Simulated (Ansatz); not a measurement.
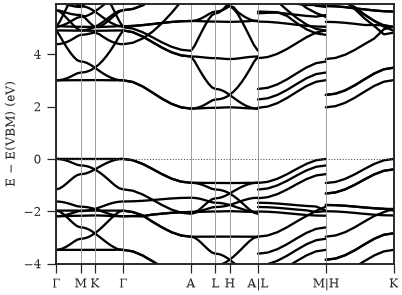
*Band structure from r²SCAN+D4 in the plane-wave PAW code Ansatz*

Q: Read off the gap and where the band edges lie.

A: About 1.9 eV (1.92 eV by a search for the band edges); maximum at Γ, minimum at A.

The material is C3H in space group P6/mmm (No. 191; C on 6l, C on 6l, H on 6l, C on 6l).

A made-up cell: these elements were put on the sites of a structure type; neither database checked (COD, Materials Project) lists it. Its standing as an ambient phase is unchecked. The r²SCAN+D4 relaxation kept the symmetry of its start; whether a distortion lowers the energy is not shown.

Potentials: the later of the program's two PAW sets.
